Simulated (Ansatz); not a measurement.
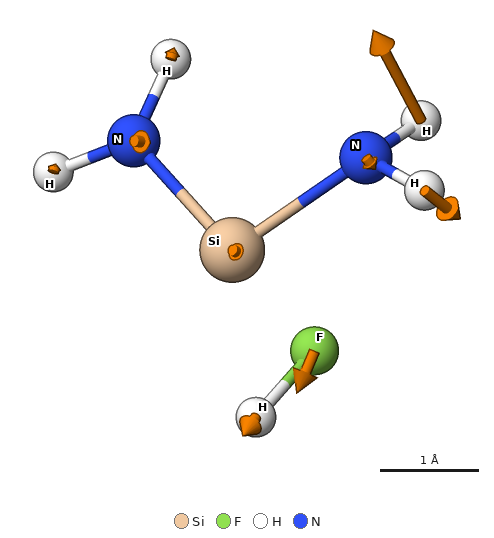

This is a constrained relaxation of SiN₂H₅F. The starting structure is drawn; orange arrows show the displacements, magnified 2 times. The two geometries are superimposed by the best rigid fit.

Style: ball-and-stick. Shown at a tilt.

The reaction that was planned forms F2–H3 and breaks Si1–F2, Si1–H3 (atoms numbered from 1 in input order).

Level of theory: RKS PBE0-D4/def2-SVP (Ansatz 0.2.0).

Input
```yaml
crystal:
  periodic: [false, false, false]
  atoms:
    - {symbol: Si, position_ang: [0.639800, 0.119000, -0.308900]}
    - {symbol: F, position_ang: [-0.371100, -1.316000, -1.286600]}
    - {symbol: H, position_ang: [0.737900, -1.092400, -1.722500]}
    - {symbol: N, position_ang: [-0.589300, 1.324400, -0.297000]}
    - {symbol: N, position_ang: [0.658400, -0.451000, 1.302700]}
    - {symbol: H, position_ang: [-0.599600, 2.014400, -1.030000]}
    - {symbol: H, position_ang: [-1.533700, 1.015100, -0.106200]}
    - {symbol: H, position_ang: [1.208700, -1.255400, 1.547300]}
    - {symbol: H, position_ang: [-0.151100, -0.358100, 1.901200]}
basis:
  gaussian: {orbitals: def2-SVP}
hamiltonian: {xc: pbe0, dispersion: d4}
relax: {f_tol: 0.04, max_steps: 150, escape_saddle: false, constraints: [{distance: [1, 2]}, {distance: [0, 1]}, {distance: [0, 2]}]}
```

Run as
```bash
ansatz run in.yaml --threads 4 --pin off --events-out ev --progress --plain --max-ram 9574MiB
```

Q: Which element moves most?

A: Hydrogen: up to 0.63 Å, against 0.24 Å for fluorine.

Q: Describe the change and its energy.

A: H7 moves most after the best rigid fit: 0.63 Å. By element the largest moves are H 0.63 Å, F 0.24 Å, N 0.14 Å, Si 0.09 Å. Among the contacts that change: Si1–N4 1.722 → 1.714 Å, N5–H8 1.005 → 1.012 Å, N4–H6 1.007 → 1.012 Å, Si1–N5 1.710 → 1.714 Å. Among the angles between lasting bonds that change: Si1–N4–H7 117.0° → 125.4°, Si1–N5–H9 121.2° → 125.4°, H6–N4–H7 109.7° → 112.3°. The energy falls by 12.8 kJ/mol in 7 geometry steps. The largest force component goes from 0.32 to 0.011 eV/Å.
